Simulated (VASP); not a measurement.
## Te2Mo with BEEF-vdW: from relaxation to properties

What structure and properties does BEEF-vdW give Te2Mo, and how near are they to the measured ones? The steps: full relaxation (BEEF-vdW), second relaxation, density, ELF and potential (BEEF-vdW), bands along the symmetry lines (BEEF-vdW), density of states (BEEF-vdW), core-level energies (BEEF-vdW) and zone-centre phonons (BEEF-vdW). The start is a cell from a database of measured crystal structures.

Calculated with VASP 6.6.1; BEEF-vdW; plane waves and PAW (Te, Mo_sv).

The experiments to compare with:

For MoTe2, 2H (bulk crystal, literature), “MBE growth of 2H-MoTe2 and 1T'-MoTe2 on 3D substrates” (2017, arxiv:1705.00651) quotes earlier work: lattice constant a 3.52085 Å [literature value quoted for comparison]; lattice constant c 13.9664 Å [literature value quoted for comparison].

“Polarization analysis of first- and second-order Raman scattering from MoTe2 single crystal” (2016, arxiv:1612.06218) reports for MoTe2, 2H, by micro-Raman, 632.8 nm, backscattering (commercial single crystal, basal plane, 300 K): Raman mode (E2g^2 (low-frequency interlayer shear mode) at Gamma) 26.9 cm⁻¹ [linewidth close to the spectrometer resolution; Gaussian fit]; Raman mode (E1g at Gamma) 119.6 cm⁻¹ [seen only in the edge-plane configuration, unlike the basal-plane values of the other …]; Raman mode (A1g at Gamma) 173.3 cm⁻¹; Raman mode (E2g^1 at Gamma) 234 cm⁻¹.

**1. Set-up**

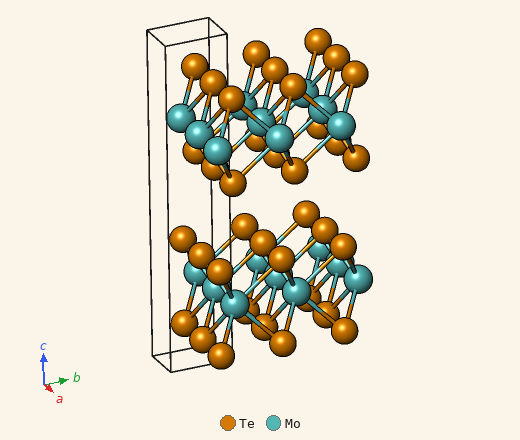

The cell as given, slightly off an axis (tellurium orange, molybdenum teal). 3×3×1 cells are drawn.

Coordinates:

```xyz
6
Lattice="3.5182 0.0000 0.0000 -1.7591 3.0469 0.0000 0.0000 0.0000 13.9736" Properties=species:S:1:pos:R:3 pbc="T T T"
Te    1.7591    1.0156    5.2960
Te    0.0000    2.0312   12.2828
Te    1.7591    1.0156    1.6908
Te    0.0000    2.0312    8.6776
Mo    1.7591    1.0156   10.4802
Mo    0.0000    2.0312    3.4934
```

**2. Full relaxation (BEEF-vdW)**

Properties are meant for the cell that this level of theory prefers, so cell and atoms are relaxed first (ISIF = 3) until forces and stress are small; EDIFFG sets the threshold. BEEF-vdW is fitted to surface and molecular data. LUSE_VDW switches on a nonlocal correlation term for dispersion.

Input file INCAR:

```
SYSTEM = Te2Mo
PREC = Accurate
ENCUT = 400
EDIFF = 1E-06
NELM = 100
ISMEAR = -1
SIGMA = 0.05
LREAL = .FALSE.
ALGO = Normal
GGA = BF
LUSE_VDW = .TRUE.
ZAB_VDW = -1.8867
LASPH = .TRUE.
NBANDS = 32
LORBIT = 11
LWAVE = .FALSE.
LCHARG = .FALSE.
KPAR = 2
IBRION = 2
NSW = 60
ISIF = 3
EDIFFG = -0.01
```

Input file POSCAR:

```
Te2Mo
1.0
    3.5182000000      0.0000000000      0.0000000000
   -1.7591000000      3.0468505756      0.0000000000
    0.0000000000      0.0000000000     13.9736000000
Te Mo
4 2
Direct
    0.6666666667      0.3333333333      0.3790000000
    0.3333333333      0.6666666667      0.8790000000
    0.6666666667      0.3333333333      0.1210000000
    0.3333333333      0.6666666667      0.6210000000
    0.6666666667      0.3333333333      0.7500000000
    0.3333333333      0.6666666667      0.2500000000
```

Input file KPOINTS:

```
Automatic mesh
0
Gamma
6 6 2
0 0 0
```

The projector-augmented-wave data sets are Te and Mo_sv (PBE family, release 64).

Command:

```bash
$ mpirun -np 2 vasp_std
```

Output:

```text
[banner, memory and clock lines left out]
running    2 mpi-ranks, on    1 nodes
 distrk:  each k-point on    1 cores,    2 groups
 distr:  one band on    1 cores,    1 groups

 POSCAR found type information on POSCAR TeMo
 POSCAR found :  2 types and       6 ions

     **************************************************************************
     Initializing libbeef V0.1.3 with the BEEF-vdW functional.
     **************************************************************************

|                                                                             |
|               ----> ADVICE to this user running VASP <----                  |
|                                                                             |
|     You have switched on vdW-DFT.                                           |
|     This routine was written and supplied by Jiri Klimes. We recommend      |
|     that you carefully read and cite the following publications:            |
|       J. Klimes, D.R. Bowler, A. Michelides                                 |
|          J. Phys.: Cond Matt. 22 022201 (2010)                              |
|       J. Klimes, D.R. Bowler, A. Michelides                                 |
|          Phys. Rev. B. 83, 195131 (2011)                                    |
|     and references therein.                                                 |
|                                                                             |

|                                                                             |
|               ----> ADVICE to this user running VASP <----                  |
|                                                                             |
|     You enforced a specific xc type in the INCAR file but a different       |
|     [... a line on the potential file left out ...]
|     I HOPE YOU KNOW WHAT YOU ARE DOING!                                     |
|                                                                             |

 LDA part: xc-table for (Slater+PW92), standard interpolation
 POSCAR, INCAR and KPOINTS ok, starting setup
 FFT: planning ... GRIDC
 FFT: planning ... GRID_SOFT
 FFT: planning ... GRID
 WAVECAR not read
 entering main loop
       N       E                     dE             d eps       ncg     rms          rms(c)
DAV:   1     0.341325490948E+03    0.34133E+03   -0.24604E+04  1112   0.119E+03
DAV:   2    -0.243978382609E+01   -0.34377E+03   -0.33558E+03  1120   0.302E+02
DAV:   3    -0.214539655864E+02   -0.19014E+02   -0.18790E+02  1128   0.589E+01
DAV:   4    -0.219440939853E+02   -0.49013E+00   -0.48894E+00  1120   0.951E+00
DAV:   5    -0.219577891825E+02   -0.13695E-01   -0.13691E-01  1168   0.163E+00    0.191E+01
DAV:   6    -0.214768441358E+02    0.48095E+00   -0.36102E+00  1096   0.973E+00    0.842E+00
DAV:   7    -0.215820586350E+02   -0.10521E+00   -0.47689E+00   992   0.855E+00    0.511E+00
DAV:   8    -0.212413503914E+02    0.34071E+00   -0.13421E+00  1064   0.526E+00    0.287E+00
DAV:   9    -0.212489065931E+02   -0.75562E-02   -0.15940E-01  1136   0.181E+00    0.110E+00
DAV:  10    -0.212466290293E+02    0.22776E-02   -0.23272E-02  1136   0.829E-01    0.414E-01
DAV:  11    -0.212469714382E+02   -0.34241E-03   -0.11399E-03  1096   0.180E-01    0.215E-01
DAV:  12    -0.212469040948E+02    0.67343E-04   -0.18255E-04  1080   0.572E-02    0.147E-01
DAV:  13    -0.212468932925E+02    0.10802E-04   -0.15413E-04  1088   0.672E-02    0.420E-02
DAV:  14    -0.212468969547E+02   -0.36623E-05   -0.83512E-06   896   0.154E-02    0.472E-02
DAV:  15    -0.212468964807E+02    0.47409E-06   -0.67404E-07   696   0.470E-03
   1 F= -.21246896E+02 E0= -.21246885E+02  d E =-.212469E+02
 curvature:   0.00 expect dE= 0.000E+00 dE for cont linesearch  0.000E+00
 trial: gam= 0.00000 g(F)=  0.186E-01 g(S)=  0.289E+00 ort = 0.000E+00 (trialstep = 0.100E+01)
 search vector abs. value=  0.308E+00
 bond charge predicted
       N       E                     dE             d eps       ncg     rms          rms(c)
DAV:   1    -0.258669468892E+02   -0.46200E+01   -0.89814E+01   968   0.682E+01    0.162E+01
DAV:   2    -0.266222233742E+02   -0.75528E+00   -0.90122E+01  1040   0.452E+01    0.135E+01
DAV:   3    -0.212944855942E+02    0.53277E+01   -0.19081E+01  1040   0.175E+01    0.666E+00
DAV:   4    -0.212397061231E+02    0.54779E-01   -0.11246E+00  1072   0.379E+00    0.345E+00
DAV:   5    -0.211885439448E+02    0.51162E-01   -0.96810E-02   976   0.159E+00    0.197E+00
DAV:   6    -0.211689228880E+02    0.19621E-01   -0.75019E-02  1024   0.124E+00    0.752E-01
DAV:   7    -0.211691823632E+02   -0.25948E-03   -0.57038E-03  1312   0.307E-01    0.414E-01
DAV:   8    -0.211692090198E+02   -0.26657E-04   -0.37565E-04  1048   0.103E-01    0.194E-01
DAV:   9    -0.211692246586E+02   -0.15639E-04   -0.31050E-05  1040   0.244E-02    0.141E-01
DAV:  10    -0.211692186389E+02    0.60197E-05   -0.91657E-05  1072   0.407E-02    0.577E-02
DAV:  11    -0.211692195663E+02   -0.92746E-06   -0.37148E-06   840   0.871E-03
   2 F= -.21169220E+02 E0= -.21169193E+02  d E =0.776769E-01
[... from here on, the cycles between the ionic steps are left out ...]
   3 F= -.21304719E+02 E0= -.21304704E+02  d E =-.578226E-01
   4 F= -.21304727E+02 E0= -.21304713E+02  d E =-.578307E-01
   5 F= -.21311410E+02 E0= -.21311395E+02  d E =-.668231E-02
   6 F= -.21314354E+02 E0= -.21314339E+02  d E =-.962683E-02
   7 F= -.21319199E+02 E0= -.21319186E+02  d E =-.484508E-02
   8 F= -.21326078E+02 E0= -.21326070E+02  d E =-.117244E-01
   9 F= -.21326229E+02 E0= -.21326221E+02  d E =-.118754E-01
  10 F= -.21321087E+02 E0= -.21321081E+02  d E =0.514208E-02
 trial-energy change:    0.005142  1 .order    0.005279   -0.004075    0.014632
 step:   0.4139(harm=  0.3999)  dis= 0.00255  next Energy=   -21.326690 (dE=-0.461E-03)
 bond charge predicted
       N       E                     dE             d eps       ncg     rms          rms(c)
DAV:   1    -0.213447975856E+02   -0.23710E-01   -0.67586E-01   904   0.553E+00    0.131E+00
DAV:   2    -0.213359129084E+02    0.88847E-02   -0.16757E-01  1056   0.218E+00    0.518E-01
DAV:   3    -0.213285546964E+02    0.73582E-02   -0.75841E-02  1008   0.105E+00    0.656E-01
DAV:   4    -0.213272773447E+02    0.12774E-02   -0.44321E-03   976   0.329E-01    0.223E-01
DAV:   5    -0.213267603032E+02    0.51704E-03   -0.41126E-03  1064   0.346E-01    0.781E-02
DAV:   6    -0.213267185664E+02    0.41737E-04   -0.17159E-04  1088   0.710E-02    0.421E-02
DAV:   7    -0.213267004761E+02    0.18090E-04   -0.32412E-05  1000   0.258E-02    0.174E-02
DAV:   8    -0.213266928202E+02    0.76559E-05   -0.11714E-05  1016   0.137E-02    0.114E-02
DAV:   9    -0.213266916340E+02    0.11862E-05   -0.60538E-07   512   0.452E-03    0.739E-03
DAV:  10    -0.213266923938E+02   -0.75978E-06   -0.23382E-07   472   0.229E-03
  11 F= -.21326692E+02 E0= -.21326685E+02  d E =-.462973E-03
 curvature:  -0.37 expect dE=-0.745E-05 dE for cont linesearch -0.385E-06
 trial: gam= 0.00000 g(F)=  0.137E-05 g(S)=  0.189E-04 ort =-0.654E-04 (trialstep = 0.155E+01)
 search vector abs. value=  0.203E-04
 reached required accuracy - stopping structural energy minimisation
```

Run time: 17 min. Hardware: 2 MPI ranks of AMD EPYC 7R43, shared host; peak memory 1 GiB.

The logs omit lines about the potential files and the build; timing stands in the text.

Parts of OUTCAR (step 2):

```text
ion  position               nearest neighbor table
   1  0.667  0.333  0.379-   6 2.72   6 2.72   6 2.72   3 3.61
   2  0.333  0.667  0.879-   5 2.72   5 2.72   5 2.72   4 3.61
   3  0.667  0.333  0.121-   6 2.72   6 2.72   6 2.72   1 3.61
   4  0.333  0.667  0.621-   5 2.72   5 2.72   5 2.72   2 3.61
   5  0.667  0.333  0.750-   2 2.72   4 2.72   2 2.72   4 2.72   2 2.72   4 2.72
   6  0.333  0.667  0.250-   1 2.72   3 2.72   1 2.72   3 2.72   1 2.72   3 2.72

  LATTYP: Found a hexagonal cell.
 ALAT       =     3.5182000000
 C/A-ratio  =     3.9718037633

 Subroutine GETGRP returns: Found 24 space group operations
 (whereof 12 operations were pure point group operations)

The static configuration has the point symmetry D_3d.
 The point group associated with its full space group is D_6h.

 Found     14 irreducible k-points:

   k-points           NKPTS =     14   k-points in BZ     NKDIM =     14   number of bands    NBANDS=     32

   dimension x,y,z NGX =    24 NGY =   24 NGZ =   96
   dimension x,y,z NGXF=    48 NGYF=   48 NGZF=  192

   ENCUT  =  400.0 eV  29.40 Ry    5.42 a.u.   5.74  5.74 22.79*2*pi/ulx,y,z

   NELECT =      52.0000    total number of electrons

 k-points in reciprocal lattice and weights: Automatic mesh
   0.00000000  0.00000000  0.00000000       0.014
   0.16666667  0.00000000  0.00000000       0.083
   0.33333333  0.00000000  0.00000000       0.083
   0.50000000  0.00000000  0.00000000       0.042
   0.16666667  0.16666667  0.00000000       0.083
   0.33333333  0.16666667  0.00000000       0.167
   0.33333333  0.33333333  0.00000000       0.028
   0.00000000  0.00000000  0.50000000       0.014
   0.16666667  0.00000000  0.50000000       0.083
[...]
0.33333333  0.16666667  0.50000000       0.167
   0.33333333  0.33333333  0.50000000       0.028

 average (electrostatic) potential at core
       1 -87.4343       2 -87.4343       3 -87.4343       4 -87.4343       5 -74.6400
       6 -74.6400

 E-fermi :   7.5618

 k-point     1 :       0.0000    0.0000    0.0000
  band No.  band energies     occupation
    ...
     22       6.1918      2.00000
     23       6.1918      2.00000
     24       6.2781      2.00000
     25       6.6262      2.00000
     26       7.1092      1.99977
     27       9.9659      0.00000
     28       9.9659      0.00000
     29      10.0546      0.00000
     30      10.0546      0.00000
     31      10.1779      0.00000
    ...

 k-point     2 :       0.1667    0.0000    0.0000
  band No.  band energies     occupation
    ...
     22       5.7752      2.00000
     23       6.0014      2.00000
     24       6.3162      2.00000
     25       6.7473      2.00000
     26       6.7903      2.00000
     27       8.8845      0.00000
     28       9.1420      0.00000
     29       9.1850      0.00000
     30       9.3840      0.00000
     31       9.5027      0.00000
    ...

 k-point     3 :       0.3333    0.0000    0.0000
  band No.  band energies     occupation
    ...
     22       5.8865      2.00000
     23       6.0353      2.00000
     24       6.1982      2.00000
     25       6.3143      2.00000
     26       6.4101      2.00000
     27       8.2898      0.00000
     28       8.6401      0.00000
     29       8.7934      0.00000
     30       8.7961      0.00000
     31       9.2873      0.00000
    ...

Total vdW correction in eV:      7.7769638

  Total        0.0326259      0.0326259      0.0149327      0.0000000     -0.0000000      0.0000000
  in kB        0.3280748      0.3280748      0.1501583      0.0000000     -0.0000000      0.0000000
  external PRESSURE =       0.2687693 kB  Pullay stress =       0.0000000 kB

  energy-cutoff  :      400.00
  volume of cell :      159.33
      direct lattice vectors                 reciprocal lattice vectors
     3.564194045 -0.000000000 -0.000000000     0.280568338  0.161986206  0.000000000
    -1.782097022  3.086682587  0.000000000     0.000000000  0.323972411  0.000000000
    -0.000000000 -0.000000000 14.482594679     0.000000000 -0.000000000  0.069048401

 POSITION                                       TOTAL-FORCE (eV/Angst)
 -----------------------------------------------------------------------------------
      1.78210      1.02889      5.43746        -0.000000     -0.000000     -0.002661
     -0.00000      2.05779     12.67876        -0.000000      0.000000     -0.002661
      1.78210      1.02889      1.80383        -0.000000     -0.000000      0.002661
     -0.00000      2.05779      9.04513        -0.000000      0.000000      0.002661
      1.78210      1.02889     10.86195         0.000000     -0.000000      0.000000
     -0.00000      2.05779      3.62065        -0.000000      0.000000      0.000000
 -----------------------------------------------------------------------------------
    total drift:                               -0.000000      0.000000     -0.000000

  FREE ENERGIE OF THE ION-ELECTRON SYSTEM (eV)
  ---------------------------------------------------
  free  energy   TOTEN  =       -21.3266923938 eV

  energy  without entropy=      -21.3266771147  energy(sigma->0) =      -21.32668475

Total vdW correction in eV:      7.7769478

 reached required accuracy - stopping structural energy minimisation

 total charge
# of ion       s       p       d       tot
------------------------------------------
    1        1.376   1.968   0.059   3.404
    2        1.376   1.968   0.059   3.404
    3        1.376   1.968   0.059   3.404
    4        1.376   1.968   0.059   3.404
    5        2.244   6.136   3.957  12.337
    6        2.244   6.136   3.957  12.337
--------------------------------------------------
tot          9.993  20.145   8.151  38.288

[... 3 further parts left out ...]
```

CONTCAR:

```
Te2Mo
   1.00000000000000
     3.5641940445283620   -0.0000000000000000   -0.0000000000000000
    -1.7820970222641810    3.0866825865845713    0.0000000000000000
    -0.0000000000000000   -0.0000000000000000   14.4825946787082511
  Te              Mo
     4     2
Direct
     0.6666666667000030    0.3333333332999970    0.3754481399423594
     0.3333333332999970    0.6666666667000030    0.8754481399423594
     0.6666666667000030    0.3333333332999970    0.1245518600576407
     0.3333333332999970    0.6666666667000030    0.6245518600576406
     0.6666666667000030    0.3333333332999970    0.7500000000000000
     0.3333333332999970    0.6666666667000030    0.2500000000000000
```

The gap is read on the k-mesh alone, so it is an upper bound where the band edges lie off the mesh. The PAW data sets were made with PBE, which is usual practice but a small mismatch for other functionals. The run keeps the 24 symmetry operations of its start, so it cannot find a distortion of lower symmetry.

Step by step:

| step | energy less that of the first step (eV) | largest force (eV/Å) | pressure (GPa) | volume (Å³) |
| --- | --- | --- | --- | --- |
| 1 | 0.0000 | 0.3103 | 3.68 | 149.79 |
| 2 | 0.0777 | 0.8988 | -4.37 | 162.55 |
| 3 | -0.0578 | 0.2092 | 0.14 | 154.64 |
| 4 | -0.0578 | 0.1996 | 0.21 | 154.54 |
| 5 | -0.0645 | 0.1341 | 0.12 | 155.46 |
| 6 | -0.0675 | 0.0557 | 0.02 | 156.58 |
| 7 | -0.0723 | 0.0551 | -0.05 | 157.27 |
| 8 | -0.0792 | 0.0517 | -0.23 | 159.31 |
| 9 | -0.0793 | 0.0523 | -0.26 | 159.61 |
| 10 | -0.0742 | 0.1726 | 0.99 | 158.38 |
| 11 | -0.0798 | 0.0027 | 0.03 | 159.33 |

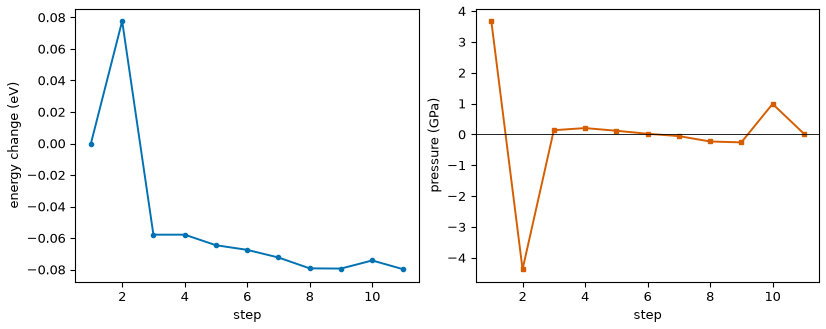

Energy and pressure along the relaxation.

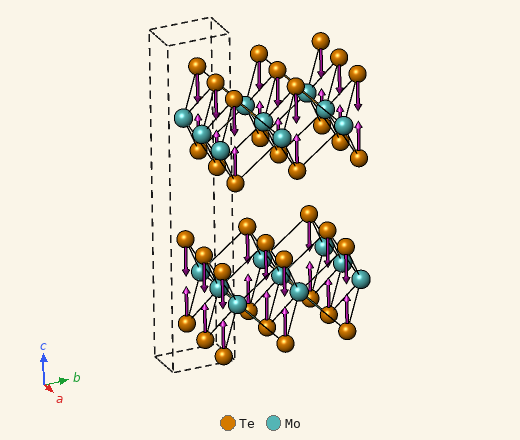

Displacements in the relaxation, exaggerated, measured against the changing cell; the longest in the cell stands for 0.05 Å. 3×3×1 cells are drawn.

| conventional cell, symmetrised | before | after | change |
| --- | --- | --- | --- |
| a (Å) | 3.518 | 3.564 | +1.3 % |
| b (Å) | 3.518 | 3.564 | +1.3 % |
| c (Å) | 13.974 | 14.483 | +3.6 % |
| volume (Å³/atom) | 24.96 | 26.56 | +6.4 % |

The atoms that moved most (Å, as changes of fractional coordinates times the final cell):

| atom | dx | dy | dz | length |
| --- | --- | --- | --- | --- |
| Te1 | 0.000 | 0.000 | -0.051 | 0.051 |
| Te3 | 0.000 | 0.000 | 0.051 | 0.051 |
| Te2 | 0.000 | 0.000 | -0.051 | 0.051 |
| Te4 | 0.000 | 0.000 | 0.051 | 0.051 |

Final coordinates:

```
Te Mo
1.0
     3.56419    0.00000    0.00000
    -1.78210    3.08668    0.00000
     0.00000    0.00000   14.48259
Te Mo
4 2
Direct
  0.66667 0.33333 0.37545
  0.33333 0.66667 0.87545
  0.66667 0.33333 0.12455
  0.33333 0.66667 0.62455
  0.66667 0.33333 0.75000
  0.33333 0.66667 0.25000
```

A gap read on the k-mesh alone can miss the band edges.

This step gave:

- electrons: 52
- bands: 32
- irreducible k-points: 14
- symmetry operations: 24
- free energy (TOTEN): -21.33 eV
- Fermi energy: 7.562 eV
- pressure: 0.02688 GPa
- metallic: no
- valence top at k: 0.3333, 0.3333, 0
- conduction bottom at k: 0.1667, 0.1667, 0
- least direct gap at k: 0.3333, 0.3333, 0
- SCF cycles over all ionic steps: 114
- gap on the k-mesh: 0.9404 eV
- least direct gap on the k-mesh: 0.9891 eV

It ends with a largest force of 0.003 eV/Å and a pressure of 0.03 GPa. The volume lies +6.4 % from that of the database's start.

[end of part 1 of 4]

[Lines on the potential files, build, host, timing and source positions are cut from VASP's logs without a mark.]

[Logs are printed without paths, hosts, clocks, repeated set-up lines and the standing remarks that a program may print on its own settings, such as how far it seeks lower states.]

[Hosts, paths, dates, database ids (printed as entryN), source tags and the programs' standing remarks are cut or masked in the printed files.]

[A measured line is paired with the nearest computed mode of its activity, which favours agreement.]

[In band tables of VASP the shares of atoms and orbitals are scaled to a sum of 1 inside the atoms' spheres.]
